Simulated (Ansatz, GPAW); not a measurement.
# Screening of a field by Cl/Pt(100), part 2 of 3

How does Cl/Pt(100) screen a perpendicular field?

GPAW 26.7.0 and Ansatz 0.2.0; Ansatz plane waves; slab in vacuum with a dipole correction, relaxation; PAW set soft_1 (the session's first sound run).

So far: Set-up; Relaxation.

## Step 2: Relaxation (continued)

The valence density, planar mean oscillates, so the rows of the table below give means over windows of 1.9 Å about each position, cut where the curve ends. Its maxima inside the range that stand out by 2 % of the span (Å: e/Å³): 8.1: 2.02, 10.0: 2.06, 12.0: 2.04, 13.9: 2.02. Its minima: 8.9: 0.452, 11.0: 0.415, 13.0: 0.427.

Valence density, planar mean against z; means over each step:

| z (Å) | valence density, planar mean (e/Å³) |
| --- | --- |
| 2.85 | 4.2e-6 |
| 4.75 | 8.5e-4 |
| 6.65 | 0.243 |
| 8.55 | 1.19 |
| 10.45 | 1.17 |
| 12.35 | 1.19 |
| 14.25 | 1.15 |
| 16.15 | 0.111 |
| 18.05 | 0.00111 |
| 19.95 | 2.3e-6 |

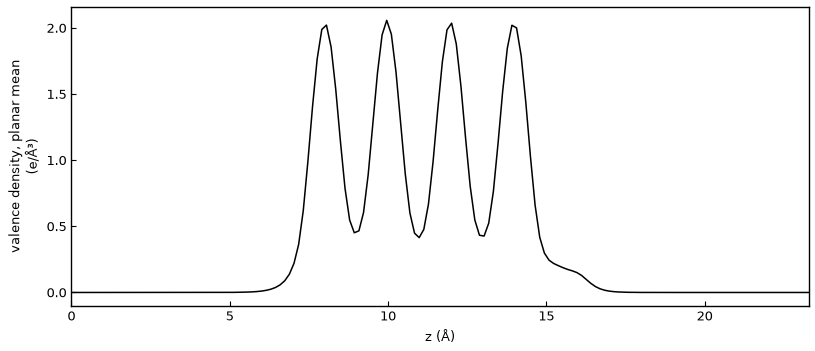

Valence density, planar mean against z.

The relaxation lowered the energy of the cell by 0.239 eV.

## Step 3: The slab's potential

The work function is the vacuum plateau of the electrostatic potential less the Fermi level; a dipole layer lets the two faces have plateaus of their own.

This step: GPAW, PAW setups; slab in vacuum (GPAW 26.7.0).

File run.py:

```python
import json
import numpy as np
from ase import Atoms
from gpaw import GPAW, PW

slab = Atoms(
    ['Pt', 'Pt', 'Pt', 'Pt', 'Pt', 'Pt', 'Pt', 'Pt', 'Pt', 'Pt', 'Pt', 'Pt', 'Pt', 'Pt', 'Pt', 'Pt', 'Cl'],
    positions=[
        [1.38593, 1.38593, 8.00000],
        [0.00000, 0.00000, 9.96000],
        [1.38593, 1.38593, 11.95459],
        [-0.02516, -0.02516, 13.97299],
        [1.38593, 4.15779, 8.00000],
        [0.00000, 2.77186, 9.96000],
        [1.38593, 4.15779, 11.94044],
        [-0.02516, 2.79702, 13.97299],
        [4.15779, 1.38593, 8.00000],
        [2.77186, 0.00000, 9.96000],
        [4.15779, 1.38593, 11.94044],
        [2.79702, -0.02516, 13.97299],
        [4.15779, 4.15779, 8.00000],
        [2.77186, 2.77186, 9.96000],
        [4.15779, 4.15779, 12.04367],
        [2.79702, 2.79702, 13.97299],
        [1.38593, 1.38593, 15.65094]],
    cell=[[5.54372, 0.0, 0.0], [0.0, 5.54372, 0.0], [0.0, 0.0, 23.43029]],
    pbc=[True, True, False])

slab.calc = GPAW(mode=PW(400), xc='PBE', kpts={'size': (6, 6, 1), 'gamma': True},
                 occupations={'name': 'fermi-dirac', 'width': 0.1}, nbands='160%',
                 convergence={'density': 1e-05}, maxiter=200,
                 poissonsolver={'dipolelayer': 'xy'},
                 symmetry={'tolerance': 1e-3}, txt='slab.txt')
result = {}
energy = slab.get_potential_energy()
fermi = slab.calc.get_fermi_level()
v = slab.calc.get_electrostatic_potential().mean((0, 1)) - fermi
n = slab.calc.get_pseudo_density().mean((0, 1))
L = slab.cell[2, 2]
z = np.arange(len(v)) * L / len(v)
low, high = slab.positions[:, 2].min(), slab.positions[:, 2].max()
below, above = np.interp([low - 5.8, high + 5.8], z, v)
slopes = [np.interp(x, z, np.gradient(v, z)) for x in (low - 5.8, high + 5.8)]
eps = np.array([[slab.calc.get_eigenvalues(k, s) for k in range(len(slab.calc.get_ibz_k_points()))]
                for s in range(slab.calc.get_number_of_spins())]) - fermi
top, bottom = eps[eps < 0].max(), eps[eps > 0].min()
dipole = slab.get_dipole_moment()[2]
print(f'energy {energy:.4f} eV, Fermi level {fermi:.4f} eV, dipole {dipole:.5f} e A')
print(f'potential 5.8 A off the faces, from the Fermi level: lower {below:.4f} eV, upper {above:.4f} eV')
print(f'slope of the potential there: lower {slopes[0]:.5f}, upper {slopes[1]:.5f} eV/A')
print(f'nearest levels on the mesh: {top:.4f} and {bottom:.4f} eV')
print('magnetic moment', round(slab.get_magnetic_moment(), 3))
result.update(energy=energy, fermi=fermi, dipole=dipole, below=below, above=above, slopes=slopes, edges=[top, bottom],
              z=z.tolist(), v=v.tolist(), n=n.tolist(), positions=slab.positions.tolist(),
              forces=slab.get_forces(apply_constraint=False).tolist(), moments=slab.get_magnetic_moments().tolist())
json.dump(result, open('result.json', 'w'))
```

Started as:

```sh
> OMP_NUM_THREADS=1 OPENBLAS_NUM_THREADS=1 python run.py
```

Numbers of over 12 decimals in the logs are rounded to 6 here.

What it wrote:

```text
energy -98.5344 eV, Fermi level 0.6990 eV, dipole 0.06911 e A
potential 5.8 A off the faces, from the Fermi level: lower 5.6372 eV, upper 5.2318 eV
slope of the potential there: lower -0.00004, upper 0.00010 eV/A
nearest levels on the mesh: -0.0027 and 0.0042 eV
magnetic moment 0.0
```

The job ended after 46 min (1 thread of Arm Neoverse V2, shared host; peak memory 1.1 GiB).

Numbers from this step:

```
dipole along the normal                    : 0.06911 e·Å
levels nearest the Fermi level on the mesh : -0.002676, 0.004189 eV from the Fermi level
upper work function                        : 5.232 eV
lower work function                        : 5.637 eV
```

The electrostatic potential energy of an electron (without an applied field's), less the Fermi level, planar mean oscillates, so the rows of the table below give means over windows of 1.99 Å about each position, cut where the curve ends. Its maxima inside the range that stand out by 2 % of the span (Å: eV): 9.0: -2.54, 11.0: -2.27, 13.0: -2.11, 15.2: 0.333. Its minima: 8.1: -22.3, 9.9: -22.9, 11.9: -22.7, 14.0: -22.5, 15.6: -1.99.

Electrostatic potential energy of an electron (without an applied field's), less the Fermi level, planar mean against z; means over each step:

| z (Å) | electrostatic potential energy of an electron (without an applied field's), less the Fermi level, planar mean (eV) |
| --- | --- |
| 0.99 | 5.62 |
| 2.98 | 5.64 |
| 4.97 | 5.60 |
| 6.96 | -2.52 |
| 8.95 | -12.0 |
| 10.94 | -11.6 |
| 12.93 | -11.5 |
| 14.92 | -6.38 |
| 16.91 | 4.38 |
| 18.90 | 5.23 |
| 20.89 | 5.23 |
| 22.88 | 5.25 |

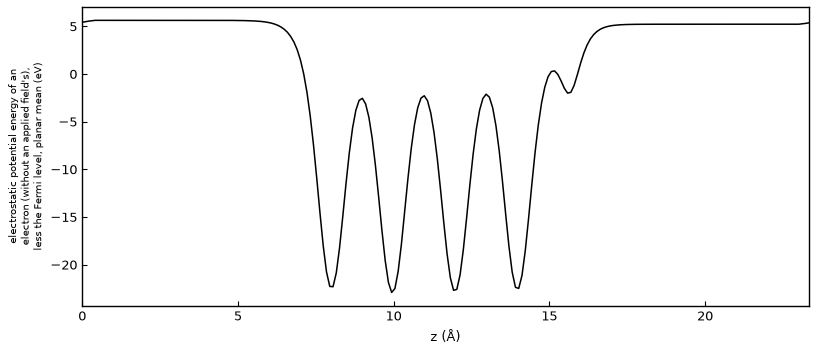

Electrostatic potential energy of an electron (without an applied field's), less the Fermi level, planar mean, plotted against z.

The pseudo valence density, planar mean oscillates, so the rows of the table below give means over windows of 2.09 Å about each position, cut where the curve ends. Its maxima inside the range that stand out by 2 % of the span (Å: e/Å³): 7.9: 2.07, 10.0: 2.05, 11.9: 2.07, 14.0: 2.08. Its minima: 9.0: 0.427, 10.9: 0.408, 13.0: 0.403.

The pseudo valence density, planar mean by z; means over each step:

| z (Å) | pseudo valence density, planar mean (e/Å³) |
| --- | --- |
| 3.13 | 1.1e-5 |
| 5.22 | 0.00390 |
| 7.31 | 0.792 |
| 9.40 | 1.06 |
| 11.49 | 1.03 |
| 13.58 | 1.02 |
| 15.67 | 0.188 |
| 17.77 | 0.00380 |
| 19.85 | 3.9e-6 |

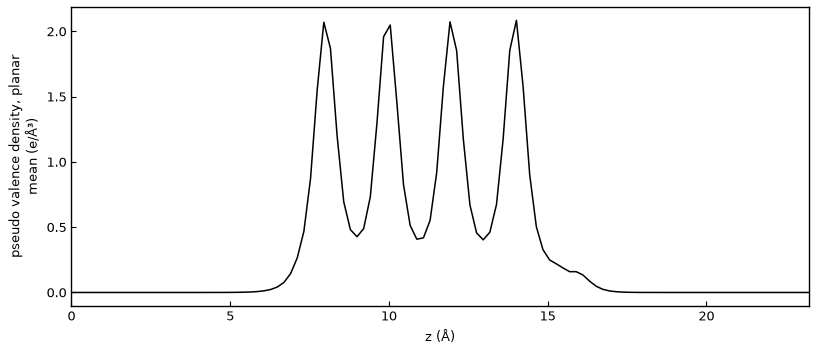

Pseudo valence density, planar mean against z.

Force by atom:

| atom | x (eV/Å) | y (eV/Å) | z (eV/Å) | size |
| --- | --- | --- | --- | --- |
| Pt1 | 0.000 | 0.000 | -0.275 | 0.275 |
| Pt2 | -0.066 | -0.066 | 0.088 | 0.129 |
| Pt3 | 0.000 | 0.000 | -0.006 | 0.006 |
| Pt4 | -0.002 | -0.002 | -0.009 | 0.009 |
| Pt5 | 0.000 | 0.000 | -0.021 | 0.021 |
| Pt6 | -0.066 | 0.066 | 0.088 | 0.129 |
| Pt7 | 0.000 | 0.000 | 0.009 | 0.009 |
| Pt8 | -0.002 | 0.002 | -0.009 | 0.009 |
| Pt9 | 0.000 | 0.000 | -0.021 | 0.021 |
| Pt10 | 0.066 | -0.066 | 0.088 | 0.129 |
| Pt11 | 0.000 | 0.000 | 0.009 | 0.009 |
| Pt12 | 0.002 | -0.002 | -0.009 | 0.009 |
| Pt13 | 0.000 | 0.000 | -0.021 | 0.021 |
| Pt14 | 0.066 | 0.066 | 0.089 | 0.129 |
| Pt15 | 0.000 | 0.000 | -0.015 | 0.015 |
| Pt16 | 0.002 | 0.002 | -0.009 | 0.009 |
| Cl17 | 0.000 | 0.000 | 0.024 | 0.024 |

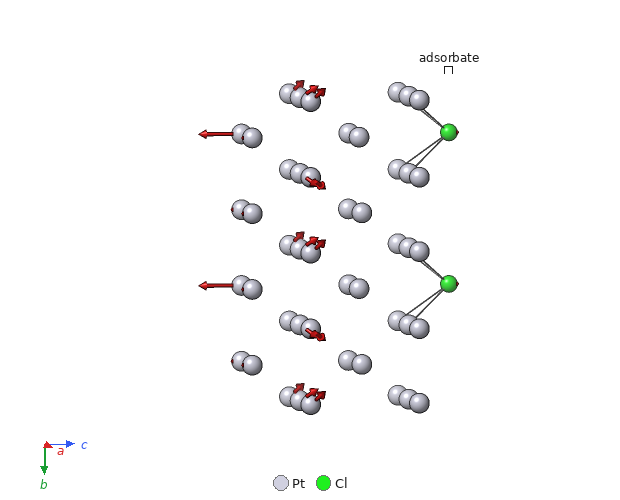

Force as arrows, the longest 0.275 eV/Å. Bonds to atoms that aren't drawn are left out. 1×2×1 cells are drawn. Some periodic images of atoms are drawn too.

The potential is flat to 1.0e-4 eV/Å where it is read, so the vacuum is wide enough. The geometry is the other program's minimum; here the largest force on a free atom is 0.024 eV/Å.

## Step 4: Field on

A uniform field along the normal polarises the slab; the atoms stay fixed, so this is the electronic response alone.

Edit run.py of step 3 so:

```diff
@@ -4,2 +4,3 @@
 from gpaw import GPAW, PW
+from gpaw.external import ConstantElectricField
 
@@ -32,2 +33,3 @@
                  poissonsolver={'dipolelayer': 'xy'},
+                 external=ConstantElectricField(-0.2, [0, 0, 1]),
                  symmetry={'tolerance': 1e-3}, txt='slab.txt')
```

What it wrote:

```text
energy -98.5521 eV, Fermi level 0.7605 eV, dipole -0.25250 e A
potential 5.8 A off the faces, from the Fermi level: lower 4.5908 eV, upper 6.0778 eV
slope of the potential there: lower -0.00003, upper 0.00015 eV/A
nearest levels on the mesh: -0.0026 and 0.0055 eV
magnetic moment 0.0
```

The job ended after 57 min (1 thread; peak memory 1.6 GiB).

Numbers from this step:

- dipole along the normal: -0.2525 e·Å
- levels nearest the Fermi level on the mesh: -0.002616, 0.005456 eV from the Fermi level
- potential below the slab, the applied field's own ramp left out: 4.591 eV from the Fermi level
- potential above the slab, the applied field's own ramp left out: 6.078 eV from the Fermi level

The electrostatic potential energy of an electron (without an applied field's), less the Fermi level, planar mean oscillates, so the rows of the table below give means over windows of 1.99 Å about each position, cut where the curve ends. Its maxima inside the range that stand out by 2 % of the span (Å: eV): 9.0: -3.08, 11.0: -2.42, 13.0: -1.86, 15.2: 1.01. Its minima: 8.1: -23.0, 9.9: -23.3, 11.9: -22.6, 14.0: -22.0, 15.6: -1.26.

Table of electrostatic potential energy of an electron (without an applied field's), less the Fermi level, planar mean by z; means over each step:

| z (Å) | electrostatic potential energy of an electron (without an applied field's), less the Fermi level, planar mean (eV) |
| --- | --- |
| 0.99 | 4.66 |
| 2.98 | 4.59 |
| 4.97 | 4.56 |
| 6.96 | -3.44 |
| 8.95 | -12.6 |
| 10.94 | -11.8 |
| 12.93 | -11.2 |
| 14.92 | -5.75 |
| 16.91 | 5.21 |
| 18.90 | 6.08 |
| 20.89 | 6.08 |
| 22.88 | 6.03 |

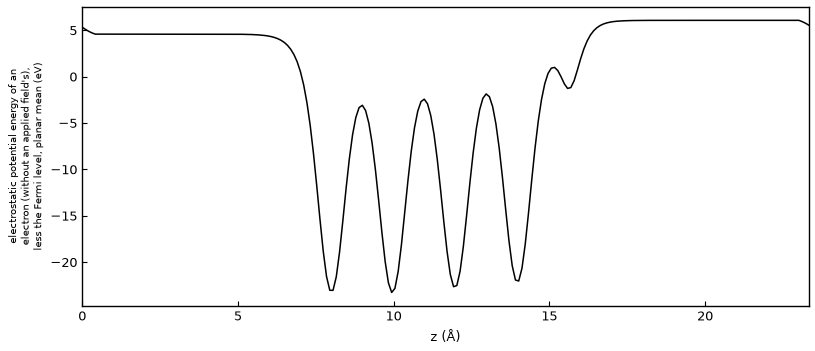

Electrostatic potential energy of an electron (without an applied field's), less the Fermi level, planar mean against z.

Force by atom:

| atom | x (eV/Å) | y (eV/Å) | z (eV/Å) | size |
| --- | --- | --- | --- | --- |
| Pt1 | 0.000 | 0.000 | -0.272 | 0.272 |
| Pt2 | -0.067 | -0.067 | 0.089 | 0.130 |
| Pt3 | 0.000 | 0.000 | -0.003 | 0.003 |
| Pt4 | -0.010 | -0.010 | -0.019 | 0.023 |
| Pt5 | 0.000 | 0.000 | -0.021 | 0.021 |
| Pt6 | -0.067 | 0.067 | 0.089 | 0.130 |
| Pt7 | 0.000 | 0.000 | 0.006 | 0.006 |
| Pt8 | -0.010 | 0.010 | -0.019 | 0.023 |
| Pt9 | 0.000 | 0.000 | -0.021 | 0.021 |
| Pt10 | 0.067 | -0.067 | 0.089 | 0.130 |
| Pt11 | 0.000 | 0.000 | 0.006 | 0.006 |
| Pt12 | 0.010 | -0.010 | -0.019 | 0.023 |
| Pt13 | 0.000 | 0.000 | -0.022 | 0.022 |
| Pt14 | 0.067 | 0.067 | 0.089 | 0.130 |
| Pt15 | 0.000 | 0.000 | -0.027 | 0.027 |
| Pt16 | 0.010 | 0.010 | -0.019 | 0.023 |
| Cl17 | 0.000 | 0.000 | 0.078 | 0.078 |

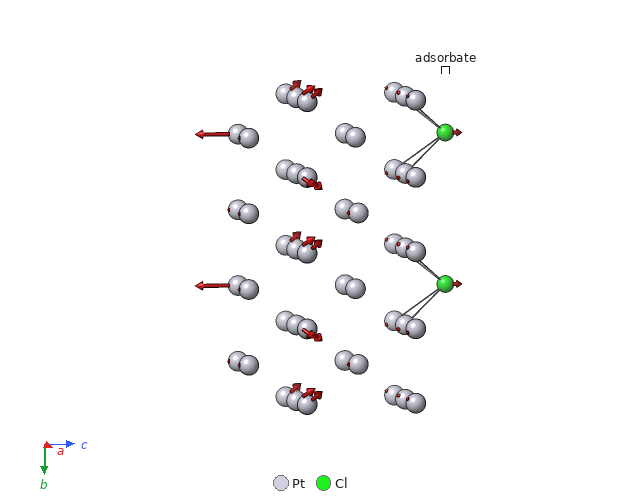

Force as arrows, the longest 0.272 eV/Å. Bonds to atoms that aren't drawn are left out. 1×2×1 cells are drawn. Some periodic images of atoms are drawn too.

The dipole is now -0.252 e Å, against 0.069 in the run without a field.

## Step 5: In a field

Edit run.py of step 4 so:

```diff
@@ -33,3 +33,3 @@
                  poissonsolver={'dipolelayer': 'xy'},
-                 external=ConstantElectricField(-0.2, [0, 0, 1]),
+                 external=ConstantElectricField(-0.1, [0, 0, 1]),
                  symmetry={'tolerance': 1e-3}, txt='slab.txt')
```

What it wrote:

```text
energy -98.5352 eV, Fermi level 0.7304 eV, dipole -0.09168 e A
potential 5.8 A off the faces, from the Fermi level: lower 5.1134 eV, upper 5.6532 eV
slope of the potential there: lower -0.00004, upper 0.00007 eV/A
nearest levels on the mesh: -0.0026 and 0.0049 eV
magnetic moment 0.0
```

It took 69 min on 1 thread; peak memory 1.5 GiB.

This step gave:

* dipole along the normal: -0.09168 e·Å
* levels nearest the Fermi level on the mesh: -0.002649, 0.004861 eV from the Fermi level
* potential below the slab, the applied field's own ramp left out: 5.113 eV from the Fermi level
* potential above the slab, the applied field's own ramp left out: 5.653 eV from the Fermi level

The electrostatic potential energy of an electron (without an applied field's), less the Fermi level, planar mean oscillates, so the rows of the table below give means over windows of 1.99 Å about each position, cut where the curve ends. Its maxima inside the range that stand out by 2 % of the span (Å: eV): 9.0: -2.81, 11.0: -2.35, 13.0: -1.98, 15.2: 0.669. Its minima: 8.1: -22.7, 9.9: -23.1, 11.9: -22.7, 14.0: -22.3, 15.6: -1.63.

Table of electrostatic potential energy of an electron (without an applied field's), less the Fermi level, planar mean by z; means over each step:

| z (Å) | electrostatic potential energy of an electron (without an applied field's), less the Fermi level, planar mean (eV) |
| --- | --- |
| 0.99 | 5.14 |
| 2.98 | 5.11 |
| 4.97 | 5.08 |
| 6.96 | -2.98 |
| 8.95 | -12.3 |
| 10.94 | -11.7 |
| 12.93 | -11.4 |
| 14.92 | -6.06 |
| 16.91 | 4.79 |
| 18.90 | 5.65 |
| 20.89 | 5.65 |
| 22.88 | 5.63 |

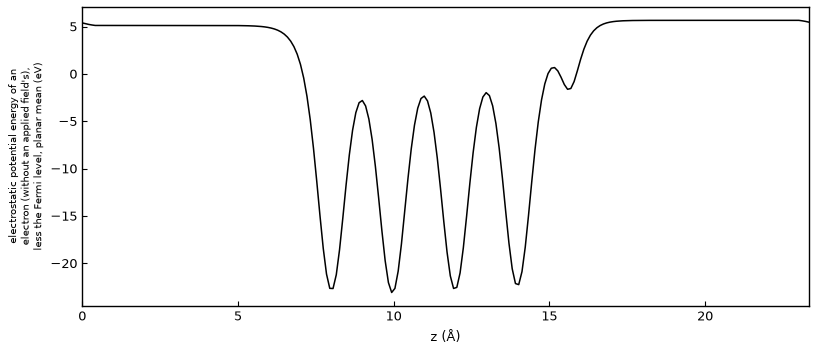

Electrostatic potential energy of an electron (without an applied field's), less the Fermi level, planar mean against z.

Force by atom:

| atom | x (eV/Å) | y (eV/Å) | z (eV/Å) | size |
| --- | --- | --- | --- | --- |
| Pt1 | 0.000 | 0.000 | -0.273 | 0.273 |
| Pt2 | -0.066 | -0.066 | 0.089 | 0.129 |
| Pt3 | 0.000 | 0.000 | -0.005 | 0.005 |
| Pt4 | -0.006 | -0.006 | -0.014 | 0.016 |
| Pt5 | 0.000 | 0.000 | -0.021 | 0.021 |
| Pt6 | -0.066 | 0.066 | 0.089 | 0.129 |
| Pt7 | 0.000 | 0.000 | 0.007 | 0.007 |
| Pt8 | -0.006 | 0.006 | -0.014 | 0.017 |
| Pt9 | 0.000 | 0.000 | -0.021 | 0.021 |
| Pt10 | 0.066 | -0.066 | 0.089 | 0.129 |
| Pt11 | 0.000 | 0.000 | 0.007 | 0.007 |
| Pt12 | 0.006 | -0.006 | -0.014 | 0.017 |
| Pt13 | 0.000 | 0.000 | -0.021 | 0.021 |
| Pt14 | 0.066 | 0.066 | 0.089 | 0.129 |
| Pt15 | 0.000 | 0.000 | -0.023 | 0.023 |
| Pt16 | 0.006 | 0.006 | -0.014 | 0.017 |
| Cl17 | 0.000 | 0.000 | 0.052 | 0.052 |

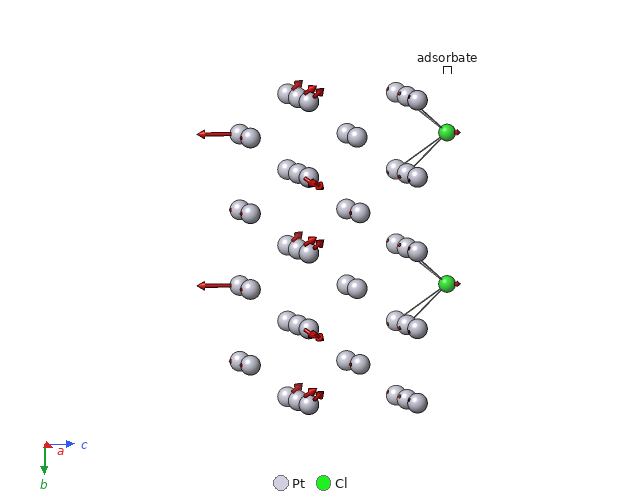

Force as arrows, the longest 0.273 eV/Å. Bonds to atoms that aren't drawn are left out. 1×2×1 cells are drawn. Some periodic images of atoms are drawn too.

The dipole is now -0.0917 e Å, against 0.069 in the run without a field.

## Step 6: Field on

Edit run.py of step 5 so:

```diff
@@ -33,3 +33,3 @@
                  poissonsolver={'dipolelayer': 'xy'},
-                 external=ConstantElectricField(-0.1, [0, 0, 1]),
+                 external=ConstantElectricField(-0.05, [0, 0, 1]),
                  symmetry={'tolerance': 1e-3}, txt='slab.txt')
```

What it wrote:

```text
energy -98.5328 eV, Fermi level 0.7145 eV, dipole -0.01157 e A
potential 5.8 A off the faces, from the Fermi level: lower 5.3755 eV, upper 5.4433 eV
slope of the potential there: lower -0.00005, upper 0.00018 eV/A
nearest levels on the mesh: -0.0027 and 0.0046 eV
magnetic moment 0.0
```

Wall time 61 min (1 thread); peak memory 1.6 GiB.

## Step 7: Field on

Edit run.py of step 6 so:

```diff
@@ -33,3 +33,3 @@
                  poissonsolver={'dipolelayer': 'xy'},
-                 external=ConstantElectricField(-0.05, [0, 0, 1]),
+                 external=ConstantElectricField(0.05, [0, 0, 1]),
                  symmetry={'tolerance': 1e-3}, txt='slab.txt')
```

What it wrote:

```text
energy -98.5399 eV, Fermi level 0.6833 eV, dipole 0.14900 e A
potential 5.8 A off the faces, from the Fermi level: lower 5.8990 eV, upper 5.0210 eV
slope of the potential there: lower 0.00004, upper 0.00010 eV/A
nearest levels on the mesh: -0.0027 and 0.0039 eV
magnetic moment 0.0
```

The job ended after 70 min (1 thread; peak memory 1.5 GiB).

The electrostatic potential energy of an electron (without an applied field's), less the Fermi level, planar mean oscillates, so the rows of the table below give means over windows of 1.99 Å about each position, cut where the curve ends. Its maxima inside the range that stand out by 2 % of the span (Å: eV): 9.0: -2.41, 11.0: -2.24, 13.0: -2.17, 15.2: 0.164. Its minima: 8.1: -22.1, 9.9: -22.8, 11.9: -22.7, 14.0: -22.6, 15.6: -2.18.

The electrostatic potential energy of an electron (without an applied field's), less the Fermi level, planar mean by z; means over each step:

| z (Å) | electrostatic potential energy of an electron (without an applied field's), less the Fermi level, planar mean (eV) |
| --- | --- |
| 0.99 | 5.86 |
| 2.98 | 5.90 |
| 4.97 | 5.86 |
| 6.96 | -2.29 |
| 8.95 | -11.9 |
| 10.94 | -11.6 |
| 12.93 | -11.5 |
| 14.92 | -6.53 |
| 16.91 | 4.18 |
| 18.90 | 5.02 |
| 20.89 | 5.02 |
| 22.88 | 5.05 |

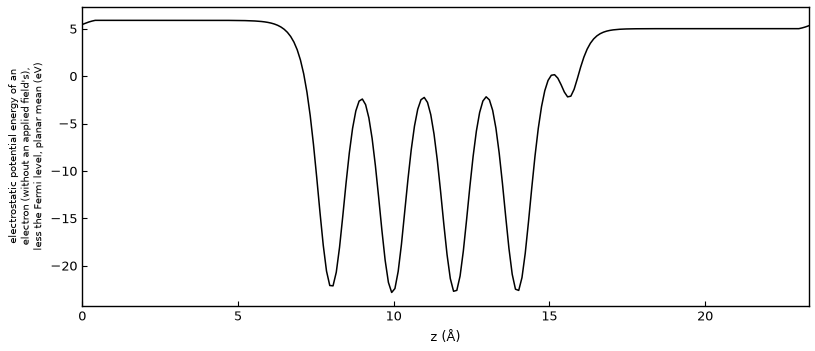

Electrostatic potential energy of an electron (without an applied field's), less the Fermi level, planar mean against z.

(Continued in part 3 of 3.)

[Logs are printed without paths, hosts, clocks, repeated set-up lines and the standing remarks that a program may print on its own settings, such as how far it seeks lower states.]

[Hosts, paths, dates, database ids (printed as entryN), source tags and the programs' standing remarks are cut or masked in the printed files.]
